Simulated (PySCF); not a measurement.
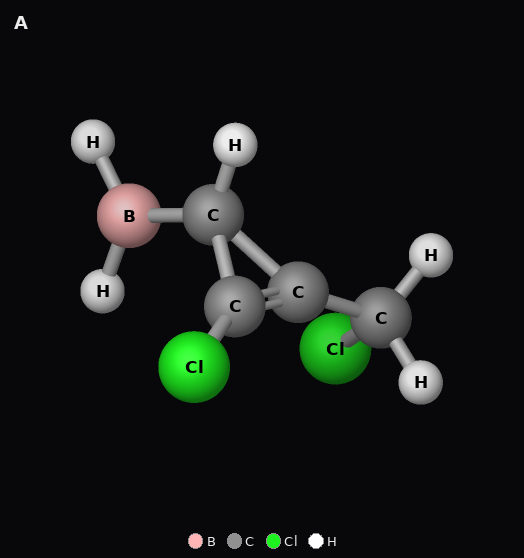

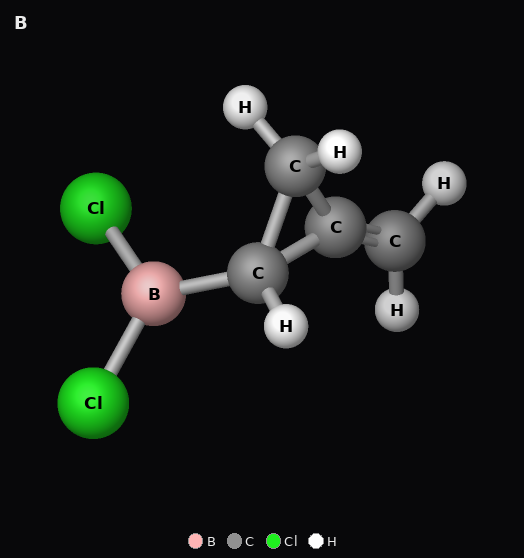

2 stationary structures of one formula. Geometries: GFN2-xTB. Electronic energies: PBE0/pcSseg-1 (PySCF 2.14.0), without zero-point energy. No frequency run is at hand to confirm each as a minimum. Each is one conformer, not always the lowest.

How are they related?

Answer. They are constitutional isomers of C4H5BCl2: A `B[C@H]1C(Cl)=C1CCl`, B `C=C1C[C@H]1B(Cl)Cl`.

Which is lowest in energy, and by how much?

Answer. B is lowest; A lies 92.4 kcal/mol above it.

The geometry is semi-empirical. Around B such bond lengths and angles can be off by a tenth of an ångström or more and by several degrees, and values that hang on the shape move with them.
